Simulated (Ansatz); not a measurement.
# AlNH+ (quintet): one geometry, many settings

What do other methods and options give for AlNH+ (quintet) at this geometry, and how long do they take?

Method: the settings change from run to run; program: Ansatz 0.2.0, Gaussian basis.

32 further runs of the same task are left out: 8 for a known fault of the program, 7 that didn't finish, 17 set aside as unsound or not needed.

### Step 1. The system

The geometry is a PBE0/def2-TZVP stationary point (not a proven minimum) of the parent state, kept for this charge and spin.

3 atoms, charge 1, spin multiplicity 5.

Atoms are counted from 1 here; the program's logs count them from 0.

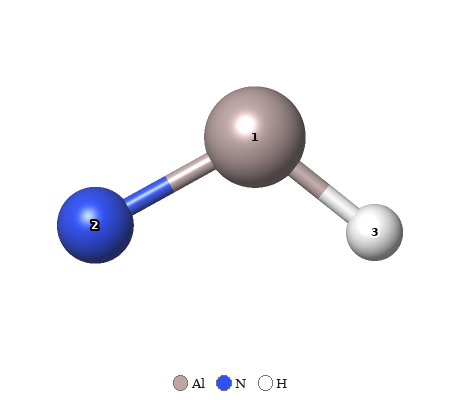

The structure; aluminium light grey, nitrogen blue, hydrogen white; atoms are numbered from 1 in the order of the file.

### Step 2. BCCD(T) on ROHF/STO-3G

The input, in.yaml:

```yaml
crystal:
  periodic: [false, false, false]
  atoms:
    - {symbol: Al, position_ang: [0.000000, -0.104664, 0.617425]}
    - {symbol: N, position_ang: [0.000000, 0.107524, -1.289743]}
    - {symbol: H, position_ang: [0.000000, 1.307572, 1.394905]}
basis:
  gaussian: {orbitals: STO-3G}
total_charge: 1
magnetization: {spin_polarized: false, initial_magnetization: 4}
correlation: {method: bccd_t, electrons: valence}
output: {forces: true}
```

Run with:

```
$ ansatz run in.yaml --threads 1 --pin off --events-out ev --progress --plain --max-ram 2393MiB
```

The program printed (excerpt; [...] marks lines left out):

```text
Functional definition: HF
  name "HF"
  cite "Fock, Z. Phys. 61, 126 (1930) doi:10.1007/BF01340294"
  parent pbe
[...]
169 factors; integrals over basis functions are off by at most 3.1e-5 eV
[...]
mean field -7974.67629363 eV, -293.0639483611 hartree, gradient 1.5e-6 eV, S^2 6.000000; 1 other end points of the search recorded, 0 dependent functions left out
[...]
6 core orbitals not correlated: weight in the atoms' cores, before any rotation towards them, 1.000 or more for the frozen orbitals, at most 0.000 for the correlated occupied ones
reference -7974.67629363 eV, -293.0639483611 hartree; 6, 2 occupied and 3, 7 virtual orbitals, 169 factors
second order -0.56677960 eV of doubles, -0.06343657 eV of singles
cycle   1  -0.89530907 eV  change   -2.6e-1 eV  update   5.7e-2
[...]
cycle  12  -1.10892635 eV  change   -1.3e-6 eV  update   1.8e-6
perturbative correction -0.01132229 eV, -0.0004160864 hartree
[...]
Total energy: -7975.79654226 eV, -293.1051167391 hartree
Atom 0 at     0.000000    -0.104664     0.617425 Å, force    -0.000000    -0.574219     4.219314 eV/Å
Atom 1 at     0.000000     0.107524    -1.289743 Å, force     0.000000     0.895077    -3.334987 eV/Å
Atom 2 at     0.000000     1.307572     1.394905 Å, force    -0.000000    -0.320857    -0.884327 eV/Å
Dipole moment:     0.000000    -0.140904     0.000620 e Å
```

Wall time 0.36 s (1 thread of Arm Neoverse V1, shared host).

From the report: correlation -1.1202 eV; largest double amplitude 0.09.

### Step 3. BCCD on UHF/6-31G*

The input, in.yaml:

```yaml
crystal:
  periodic: [false, false, false]
  atoms:
    - {symbol: Al, position_ang: [0.000000, -0.104664, 0.617425]}
    - {symbol: N, position_ang: [0.000000, 0.107524, -1.289743]}
    - {symbol: H, position_ang: [0.000000, 1.307572, 1.394905]}
basis:
  gaussian: {orbitals: "6-31G*"}
total_charge: 1
magnetization: {spin_polarized: true, initial_magnetization: 4}
correlation: {method: bccd, electrons: all}
```

Launched as before.

The program printed (excerpt; [...] marks lines left out):

```text
Functional definition: HF
  name "HF"
  cite "Fock, Z. Phys. 61, 126 (1930) doi:10.1007/BF01340294"
  parent pbe
[...]
332 factors; integrals over basis functions are off by at most 1.1e-3 eV
[...]
mean field -8068.89438851 eV, -296.5263994847 hartree, gradient 1.6e-6 eV, S^2 6.024560; 3 other end points of the search recorded, 0 dependent functions left out
determinant -8068.89438851 eV, -296.5263994847 hartree, with singles and doubles -8072.66449522 eV, -296.6649483509 hartree
determinant -8066.03605561 eV, -296.4213576881 hartree, with singles and doubles -8069.91645639 eV, -296.5639597863 hartree
reference -8068.89438851 eV, -296.5263994847 hartree; 12, 8 occupied and 24, 28 virtual orbitals, 332 factors
second order -2.97815783 eV of doubles, -0.00000000 eV of singles
cycle   1  -3.77162198 eV  change   -1.5e-3 eV  update   1.1e-2
[...]
cycle   9  -3.76669949 eV  change    3.4e-6 eV  update   1.2e-5
Total energy: -8072.66108800 eV, -296.6648231379 hartree
```

It took 1.8 s on 1 thread of Arm Neoverse V1, shared host.

From the report: ⟨S²⟩ of the determinant 6.025 (pure quintet: 6.00); correlation -3.7667 eV; largest double amplitude 0.06.

### Step 4. BCCD on UHF/cc-pVDZ

Changes to in.yaml since step 3:

```diff
@@ -7,3 +7,3 @@
 basis:
-  gaussian: {orbitals: "6-31G*"}
+  gaussian: {orbitals: cc-pVDZ}
 total_charge: 1
@@ -11 +11,3 @@
 correlation: {method: bccd, electrons: all}
+scf: {lower_state_search: light}
+output: {forces: true}
```

The command is unchanged.

The program printed (excerpt; [...] marks lines left out):

```text
Functional definition: HF
  name "HF"
  cite "Fock, Z. Phys. 61, 126 (1930) doi:10.1007/BF01340294"
  parent pbe
[...]
360 factors; integrals over basis functions are off by at most 1.0e-3 eV
[...]
mean field -8069.40892965 eV, -296.5453085228 hartree, gradient 2.2e-6 eV, S^2 6.025970; 3 other end points of the search recorded, 0 dependent functions left out
determinant -8069.40892965 eV, -296.5453085228 hartree, with singles and doubles -8073.20339597 eV, -296.6847525880 hartree
determinant -8066.55429628 eV, -296.4404026814 hartree, with singles and doubles -8070.43925606 eV, -296.5831723198 hartree
reference -8069.40892965 eV, -296.5453085228 hartree; 12, 8 occupied and 25, 29 virtual orbitals, 360 factors
second order -2.98956261 eV of doubles, -0.00000000 eV of singles
cycle   1  -3.79377082 eV  change    7.0e-4 eV  update   8.6e-3
[...]
cycle  12  -3.79049237 eV  change   -1.0e-7 eV  update   6.9e-7
[...]
Total energy: -8073.19942202 eV, -296.6846065482 hartree
Atom 0 at     0.000000    -0.104664     0.617425 Å, force     0.000000    -1.103344     3.804421 eV/Å
Atom 1 at     0.000000     0.107524    -1.289743 Å, force     0.000000     0.779121    -3.448948 eV/Å
Atom 2 at     0.000000     1.307572     1.394905 Å, force     0.000000     0.324223    -0.355473 eV/Å
Dipole moment:    -0.000000    -0.009567    -0.055526 e Å
```

It took 5.5 s on 1 thread of Arm Neoverse V1, shared host.

From the report: ⟨S²⟩ of the determinant 6.026 (pure quintet: 6.00); correlation -3.7905 eV; largest double amplitude 0.06.

### Step 5. NEVPT2(8,8)/cc-pVDZ

Changes to in.yaml since step 4:

```diff
@@ -9,5 +9,3 @@
 total_charge: 1
-magnetization: {spin_polarized: true, initial_magnetization: 4}
-correlation: {method: bccd, electrons: all}
-scf: {lower_state_search: light}
-output: {forces: true}
+magnetization: {spin_polarized: false, initial_magnetization: 4}
+correlation: {method: sc_nevpt2, electrons: all, active_space: {window: {electrons: 8, orbitals: 8}}}
```

Same command.

The program printed:

```text
Functional definition: HF
  name "HF"
  cite "Fock, Z. Phys. 61, 126 (1930) doi:10.1007/BF01340294"
  parent pbe
  exchange = exact_x
  correlation = 0
360 factors; integrals over basis functions are off by at most 1.0e-3 eV
mean field evaluation 1: about -8066.4017 eV, gradient 1.6e1 eV
mean field evaluation 2: about -8066.4049 eV, gradient 1.6e1 eV
mean field evaluation 4: about -8068.6104 eV, gradient 3.6e0 eV
mean field evaluation 8: about -8069.2231 eV, gradient 9.4e-1 eV
mean field evaluation 16: about -8064.2359 eV, gradient 7.5e0 eV
mean field -8069.24386240 eV, -296.5392424134 hartree, gradient 2.7e-6 eV, S^2 6.000000; 1 other end points of the search recorded, 0 dependent functions left out
reference -8069.24386240 eV, -296.5392424134 hartree; 12, 8 occupied and 25, 29 virtual orbitals, 360 factors
state -8070.08051747 eV, -296.5699889200 hartree
state -8070.08051747 eV, -296.5699889200 hartree; corrected -8072.51380588 eV, -296.6594106197 hartree
Total energy: -8072.51380588 eV, -296.6594106197 hartree
```

It took 4.8 s on 1 thread of Arm Neoverse V1, shared host.

From the report: 490 determinants; active occupations 1.99, 1.97, 1.00, 1.00, 1.00, 1.00, 0.03, 0.01.

### Step 6. CCSDT on ROHF/cc-pVDZ

Changes to in.yaml since step 5:

```diff
@@ -10,2 +10,3 @@
 magnetization: {spin_polarized: false, initial_magnetization: 4}
-correlation: {method: sc_nevpt2, electrons: all, active_space: {window: {electrons: 8, orbitals: 8}}}
+correlation: {method: ccsdt, electrons: outside_noble_gas}
+accuracy: high
```

Same command.

The program printed (excerpt; [...] marks lines left out):

```text
Functional definition: HF
  name "HF"
  cite "Fock, Z. Phys. 61, 126 (1930) doi:10.1007/BF01340294"
  parent pbe
[...]
750 factors; integrals over basis functions are off by at most 3.1e-9 eV
[...]
mean field -8069.24392089 eV, -296.5392445628 hartree, gradient 1.3e-8 eV, S^2 6.000000; 2 other end points of the search recorded, 0 dependent functions left out
[...]
determinant -8069.24392089 eV, -296.5392445628 hartree, with singles and doubles -8073.01138609 eV, -296.6776963552 hartree
determinant -8066.24564933 eV, -296.4290601152 hartree, with singles and doubles -8070.27750198 eV, -296.5772279673 hartree
6 core orbitals not correlated: weight in the atoms' cores, before any rotation towards them, 1.000 or more for the frozen orbitals, at most 0.000 for the correlated occupied ones
reference -8069.24392089 eV, -296.5392445628 hartree; 6, 2 occupied and 25, 29 virtual orbitals, 750 factors
second order -2.82491534 eV of doubles, -0.08087469 eV of singles
cycle   1  -3.46754669 eV  change   -5.6e-1 eV  update   6.5e-2
[...]
cycle  29  -3.86310676 eV  change   3.6e-10 eV  update  8.4e-10
Total energy: -8073.10702765 eV, -296.6812111176 hartree
```

Wall time 5.5 s (1 thread of Arm Neoverse V1, shared host).

From the report: correlation -3.8631 eV; T1 0.051; largest double amplitude 0.07.

### Step 7. MRCISD+Q(relaxed)(4,5)/cc-pVDZ

Changes to in.yaml since step 6:

```diff
@@ -10,3 +10,2 @@
 magnetization: {spin_polarized: false, initial_magnetization: 4}
-correlation: {method: ccsdt, electrons: outside_noble_gas}
-accuracy: high
+correlation: {method: fic_mrcisd_q_relaxed, electrons: outside_noble_gas, active_space: {window: {electrons: 4, orbitals: 5}}}
```

The command is unchanged.

The program printed (excerpt; [...] marks lines left out):

```text
Functional definition: HF
  name "HF"
  cite "Fock, Z. Phys. 61, 126 (1930) doi:10.1007/BF01340294"
  parent pbe
[...]
360 factors; integrals over basis functions are off by at most 1.0e-3 eV
[...]
mean field -8069.24386240 eV, -296.5392424134 hartree, gradient 2.7e-6 eV, S^2 6.000000; 1 other end points of the search recorded, 0 dependent functions left out
reference -8069.24386240 eV, -296.5392424134 hartree; 12, 8 occupied and 25, 29 virtual orbitals, 360 factors
state -8069.24386240 eV, -296.5392424134 hartree
contracted CI cycle   1: correlation 0.00000000 eV, 0.0000000000 hartree, residual 1.60e1 eV
contracted CI cycle   2: correlation -3.45525291 eV, -0.1269782024 hartree, residual 1.92e0 eV
contracted CI cycle   3: correlation -3.54694353 eV, -0.1303477705 hartree, residual 9.58e-1 eV
contracted CI cycle   4: correlation -3.57015916 eV, -0.1312009291 hartree, residual 4.51e-1 eV
contracted CI cycle   5: correlation -3.57715749 eV, -0.1314581131 hartree, residual 2.18e-1 eV
contracted CI cycle   6: correlation -3.57828474 eV, -0.1314995389 hartree, residual 7.11e-2 eV
contracted CI cycle   7: correlation -3.57842705 eV, -0.1315047687 hartree, residual 2.90e-2 eV
contracted CI cycle   8: correlation -3.57844773 eV, -0.1315055284 hartree, residual 9.70e-3 eV
contracted CI cycle   9: correlation -3.57845037 eV, -0.1315056255 hartree, residual 4.12e-3 eV
contracted CI cycle  10: correlation -3.57845074 eV, -0.1315056391 hartree, residual 1.40e-3 eV
state -8069.24386240 eV, -296.5392424134 hartree; corrected -8073.10508134 eV, -296.6811395920 hartree
WARN: 1 active orbitals are nearly empty or full. The corrections depend on them more than the energy does, and are more stable in an active space without them
Total energy: -8073.10508134 eV, -296.6811395920 hartree
```

Run time: 1.2 s. Hardware: 1 thread of Arm Neoverse V1, shared host.

From the report: 2 determinants; active occupations 1.00, 1.00, 1.00, 1.00, 0.00. The report marks this result as in doubt.

### Step 8. MRCISD+Q(6,7)/cc-pVDZ

Changes to in.yaml since step 7:

```diff
@@ -10,2 +10,3 @@
 magnetization: {spin_polarized: false, initial_magnetization: 4}
-correlation: {method: fic_mrcisd_q_relaxed, electrons: outside_noble_gas, active_space: {window: {electrons: 4, orbitals: 5}}}
+correlation: {method: fic_mrcisd_q, electrons: outside_noble_gas, active_space: {window: {electrons: 6, orbitals: 7}}}
+accuracy: high
```

The command is unchanged.

The program printed (excerpt; [...] marks lines left out):

```text
Functional definition: HF
  name "HF"
  cite "Fock, Z. Phys. 61, 126 (1930) doi:10.1007/BF01340294"
  parent pbe
[...]
750 factors; integrals over basis functions are off by at most 3.1e-9 eV
[...]
mean field -8069.24392089 eV, -296.5392445628 hartree, gradient 1.3e-8 eV, S^2 6.000000; 1 other end points of the search recorded, 0 dependent functions left out
reference -8069.24392089 eV, -296.5392445628 hartree; 12, 8 occupied and 25, 29 virtual orbitals, 750 factors
state -8069.88218230 eV, -296.5627002370 hartree
contracted CI cycle   1: correlation 0.00000000 eV, 0.0000000000 hartree, residual 1.52e1 eV
contracted CI cycle   2: correlation -2.92889714 eV, -0.1076349845 hartree, residual 1.97e0 eV
contracted CI cycle   3: correlation -3.00734776 eV, -0.1105179916 hartree, residual 6.65e-1 eV
contracted CI cycle   4: correlation -3.01636976 eV, -0.1108495440 hartree, residual 2.23e-1 eV
[...]
contracted CI cycle  10: correlation -3.04505234 eV, -0.1119036095 hartree, residual 2.72e-4 eV
contracted CI cycle  11: correlation -3.04505234 eV, -0.1119036095 hartree, residual 8.89e-5 eV
contracted CI cycle  12: correlation -3.04505234 eV, -0.1119036095 hartree, residual 2.49e-5 eV
contracted CI cycle  13: correlation -3.04505234 eV, -0.1119036095 hartree, residual 7.92e-6 eV
contracted CI cycle  14: correlation -3.04505234 eV, -0.1119036095 hartree, residual 2.40e-6 eV
state -8069.87565174 eV, -296.5624602434 hartree; corrected -8073.07323970 eV, -296.6799694335 hartree
state -8069.87565174 eV, -296.5624602434 hartree; corrected -8073.07323970 eV, -296.6799694335 hartree
the orbitals are reached from a further start. From the first start the search ends at -8069.88218184 eV, -296.5627002201 hartree
WARN: the results are in doubt because another end's mean lies 0.007 eV lower, and its corrected mean 0.019 eV higher
Total energy: -8073.07323970 eV, -296.6799694335 hartree
In doubt: another end's mean lies 0.007 eV lower, and its corrected mean 0.019 eV higher
```

Wall time 3.6 s (1 thread of Arm Neoverse V1, shared host).

From the report: 72 determinants; active occupations 1.96, 1.00, 1.00, 1.00, 0.99, 0.03, 0.02. Mind the lines of doubt at the end of the log.

### Step 9. CCSDT(Q)/def2-SVP

The input, in.yaml:

```yaml
crystal:
  periodic: [false, false, false]
  atoms:
    - {symbol: Al, position_ang: [0.000000, -0.104664, 0.617425]}
    - {symbol: N, position_ang: [0.000000, 0.107524, -1.289743]}
    - {symbol: H, position_ang: [0.000000, 1.307572, 1.394905]}
basis:
  gaussian: {orbitals: def2-SVP}
total_charge: 1
magnetization: {spin_polarized: true, initial_magnetization: 4}
hamiltonian: {xc: {name: r2SCAN}}
correlation: {method: ccsdt_q, electrons: outside_noble_gas}
scf: {lower_state_search: off}
```

Same command.

The program printed (excerpt; [...] marks lines left out):

```text
Functional definition: r2SCAN
  name "r2SCAN"
  cite "Furness, Kaplan, Ning, Perdew & Sun, J. Phys. Chem. Lett. 11, 8208 (2020) doi:10.1021/acs.jpclett.0c02405"
  cite "Furness, Kaplan, Ning, Perdew & Sun, J. Phys. Chem. Lett. 11, 9248 (2020) doi:10.1021/acs.jpclett.0c03077"
  parent r2scan
[...]
617 factors; integrals over basis functions are off by at most 1.5e-7 eV
[...]
mean field -8083.65992231 eV, -297.0690228434 hartree, gradient 9.3e-6 eV, S^2 6.017379; 0 other end points of the search recorded, 0 dependent functions left out
6 core orbitals not correlated: weight in the atoms' cores, before any rotation towards them, 1.000 or more for the frozen orbitals, at most 0.000 for the correlated occupied ones
reference -8065.27192335 eV, -296.3932763454 hartree; 6, 2 occupied and 25, 29 virtual orbitals, 617 factors
second order -3.19302627 eV of doubles, -0.24137444 eV of singles
cycle   1  -3.83367194 eV  change   -3.9e-1 eV  update   5.9e-2
[...]
cycle  16  -4.15813532 eV  change    4.6e-7 eV  update   9.4e-7
perturbative correction -0.00304900 eV, -0.0001120487 hartree
Total energy: -8069.43310767 eV, -296.5461970486 hartree
Checks for a lower state left out: stability, starts, cluster_reference, orbital_swaps, neighbouring_geometries, increment
```

Wall time 7.5 s (1 thread of Arm Neoverse V1, shared host).

From the report: ⟨S²⟩ of the determinant 6.017 (pure quintet: 6.00); correlation -4.1612 eV; T1 0.040; largest double amplitude 0.07. The orbitals are Kohn-Sham ones, so correlation energy and T1 don't compare with those on Hartree-Fock orbitals.

### Step 10. CCSDT on UHF/cc-pVDZ

The input, in.yaml:

```yaml
crystal:
  periodic: [false, false, false]
  atoms:
    - {symbol: Al, position_ang: [0.000000, -0.104664, 0.617425]}
    - {symbol: N, position_ang: [0.000000, 0.107524, -1.289743]}
    - {symbol: H, position_ang: [0.000000, 1.307572, 1.394905]}
basis:
  gaussian: {orbitals: cc-pVDZ}
total_charge: 1
magnetization: {spin_polarized: true, initial_magnetization: 4}
correlation: {method: ccsdt, electrons: outside_noble_gas}
```

Launched as before.

The program printed (excerpt; [...] marks lines left out):

```text
Functional definition: HF
  name "HF"
  cite "Fock, Z. Phys. 61, 126 (1930) doi:10.1007/BF01340294"
  parent pbe
[...]
671 factors; integrals over basis functions are off by at most 2.0e-7 eV
[...]
mean field -8069.40898808 eV, -296.5453106701 hartree, gradient 2.3e-6 eV, S^2 6.025970; 3 other end points of the search recorded, 0 dependent functions left out
determinant -8069.40898808 eV, -296.5453106701 hartree, with singles and doubles -8073.02188061 eV, -296.6780820216 hartree
determinant -8066.55437590 eV, -296.4404056074 hartree, with singles and doubles -8070.26221068 eV, -296.5766660223 hartree
6 core orbitals not correlated: weight in the atoms' cores, before any rotation towards them, 1.000 or more for the frozen orbitals, at most 0.000 for the correlated occupied ones
reference -8069.40898808 eV, -296.5453106701 hartree; 6, 2 occupied and 25, 29 virtual orbitals, 671 factors
second order -2.80215846 eV of doubles, -0.00000000 eV of singles
cycle   1  -3.34027358 eV  change   -5.4e-1 eV  update   6.1e-2
[...]
cycle  18  -3.70053560 eV  change    3.3e-7 eV  update   5.3e-7
Total energy: -8073.10952368 eV, -296.6813028452 hartree
```

Run time: 3.6 s. Hardware: 1 thread of Arm Neoverse V1, shared host.

From the report: ⟨S²⟩ of the determinant 6.026 (pure quintet: 6.00); correlation -3.7005 eV; T1 0.034; largest double amplitude 0.07.

### Step 11. All runs side by side

Where basis and cores are those of an earlier UCCSDT(Q)/cc-pVDZ run (-8073.1121 eV), and the state is the same kind, the miss against it is given. † marks a result that the program doubts.

| level | correlated | functions | energy (eV) | from UCCSDT(Q) (meV) | time |
| --- | --- | --- | --- | --- | --- |
| BCCD(T) on ROHF/STO-3G | valence | 15 | -7975.7965 |  | 0.36 s |
| BCCD on UHF/6-31G* | all | 36 | -8072.6611 |  | 1.8 s |
| BCCD on UHF/cc-pVDZ | all | 37 | -8073.1994 |  | 5.5 s |
| NEVPT2(8,8)/cc-pVDZ | all | 37 | -8072.5138 |  | 4.8 s |
| CCSDT on ROHF/cc-pVDZ | outside noble gas | 37 | -8073.1070 | 5.1 | 5.5 s |
| MRCISD+Q(relaxed)(4,5)/cc-pVDZ † | outside noble gas | 37 | -8073.1051 | 7.0 | 1.2 s |
| MRCISD+Q(6,7)/cc-pVDZ † | outside noble gas | 37 | -8073.0732 | 38.8 | 3.6 s |
| CCSDT(Q)/def2-SVP (on r2SCAN orbitals) | outside noble gas | 37 | -8069.4331 |  | 7.5 s |
| CCSDT on UHF/cc-pVDZ | outside noble gas | 37 | -8073.1095 | 2.6 | 3.6 s |

### Step 12. Results

| quantity | value |
| --- | --- |
| runs | 9 |
| quickest | BCCD(T) on ROHF/STO-3G, 0.36 s |
| slowest | CCSDT(Q)/def2-SVP (on r2SCAN orbitals), 7.5 s |

What this shows: Total energies in different bases, with other cores or another treatment of relativity can't be set against each other. CCSDT(Q)/def2-SVP (on r2SCAN orbitals) took 21 times as long as BCCD(T) on ROHF/STO-3G; the jobs differ in more than the method. Among the correlated runs with a miss given, it spans +3 to +39 meV.
